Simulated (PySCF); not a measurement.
SMILES O([Si](O[SiH3])(O[SiH3])O[SiH3])[SiH3] at its GFN2-xTB optimised geometry (Å):

```
21

Si    -0.6613    -2.9446     2.9386
O      0.2138    -2.0364     1.9233
Si     0.0432    -0.7535     0.9721
O     -1.2269    -0.9386     0.0000
Si    -2.8466    -0.9386     0.0000
O      1.3781    -0.6392     0.1016
Si     2.0806     0.2871    -1.0320
O     -0.1478     0.5802     1.8539
Si    -1.0268     1.2027     3.0633
H     -1.4871    -3.8592     2.1481
H     -1.5113    -2.0846     3.7693
H      0.3789    -3.6232     3.7052
H     -3.1505    -1.6382    -1.2455
H     -3.3476    -1.6445     1.1839
H     -3.3055     0.4522     0.0000
H      2.2449     1.6445    -0.5111
H      1.2426     0.2982    -2.2313
H      3.3476    -0.4129    -1.2218
H     -0.8504     2.6385     2.8589
H     -2.4268     0.7848     2.9346
H     -0.4645     0.7298     4.3293
```

Computed with PBE0/def2-SVP in PySCF. Cells within 0.4 Å of a nucleus heavier than hydrogen are left out (blank, or x).

Map of the deformation density (molecule minus spherical neutral atoms) (e/bohr³) on the plane z = 1.0 Å:

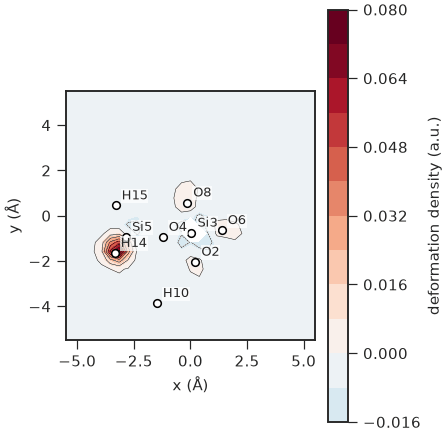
Figure. Deformation density (molecule minus spherical neutral atoms) (e/bohr³) on the plane z = 1.0 Å.
